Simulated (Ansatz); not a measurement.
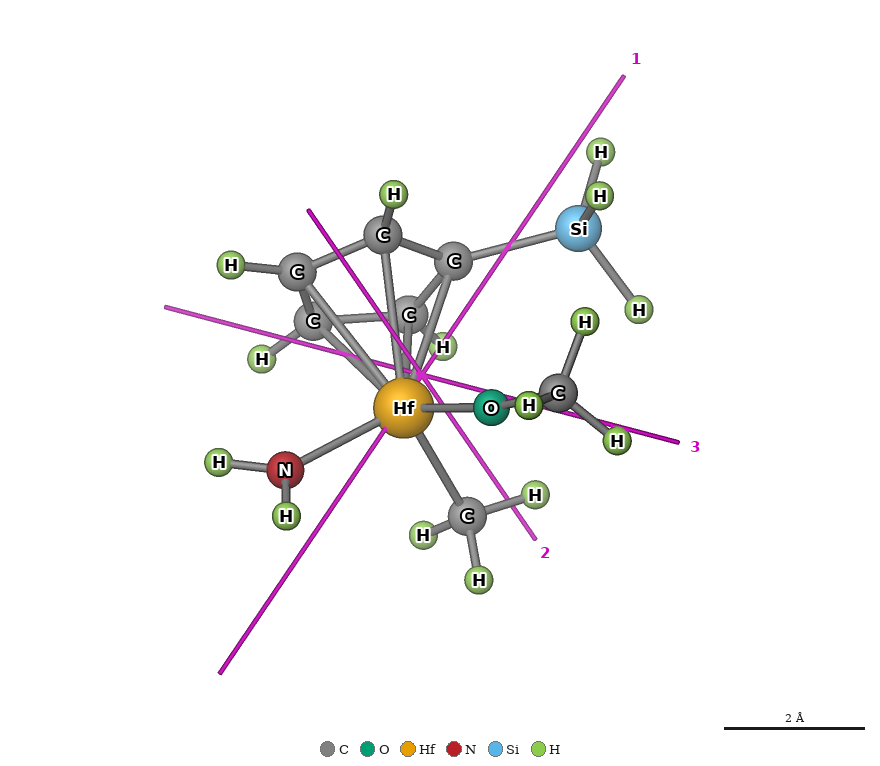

The three principal axes of inertia are drawn and numbered. Distant atoms are faded towards the background colour. Charge 0, singlet. The computed structure is the end point of a PBE0-D4/def2-TZVP optimisation. No frequency run is at hand to confirm it as a minimum. Masses are those of the most abundant isotopes; constants are for the rigid equilibrium geometry.

Which line is the a axis (least moment of inertia), which b and which c?

Answer. a is line 1, b is line 3, c is line 2; the moments are 593, 745, 986 u Å².

Classify the rotor and give the rotational constants (cm⁻¹).

Answer. An asymmetric top (C1): A = 0.0284, B = 0.0226, C = 0.0171 cm⁻¹. Ray's parameter κ is −0.03, midway between the limits.
